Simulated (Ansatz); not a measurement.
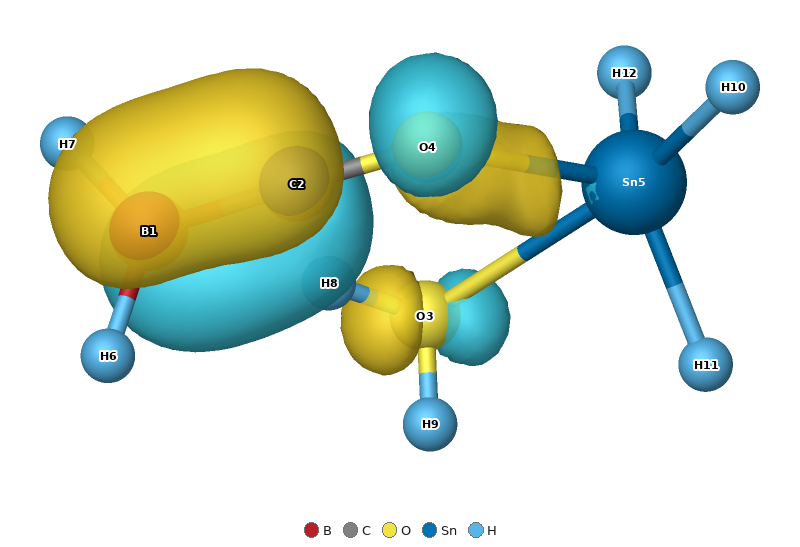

The picture shows: CH7BO2Sn. The HOMO at ±0.15 Å⁻³ᐟ² (yellow and cyan are the two phases), seen at an oblique angle.

Core potentials replace the inner electrons of Sn.

Computed with RKS PBE-D4/def2-SVP in Ansatz 0.2.0.

```yaml
atoms:
  - { symbol: B, position_ang: [-1.1340, 1.7984, 0.9964] }
  - { symbol: C, position_ang: [-0.7790, 1.1075, -0.1913] }
  - { symbol: O, position_ang: [0.8555, -0.6487, 1.1721] }
  - { symbol: O, position_ang: [-0.4323, 0.4795, -1.1900] }
  - { symbol: Sn, position_ang: [0.8487, -1.3947, -1.2044] }
  - { symbol: H, position_ang: [-0.4163, 2.7217, 1.3395] }
  - { symbol: H, position_ang: [-2.1623, 1.4966, 1.5725] }
  - { symbol: H, position_ang: [0.1414, 0.0832, 1.2159] }
  - { symbol: H, position_ang: [1.6781, -0.1549, 1.3587] }
  - { symbol: H, position_ang: [0.5935, -1.3751, -2.9313] }
  - { symbol: H, position_ang: [2.5421, -1.1989, -0.9078] }
  - { symbol: H, position_ang: [0.0187, -2.7191, -0.4867] }
```

Describe this orbital and give its energy.

Answer. It lies mainly on C2 (about 35 %), B1 (about 30 %), O4 (about 15 %) and Sn5 (about 5 %); π-bonding across C2–B1. Its energy is −4.67 eV.
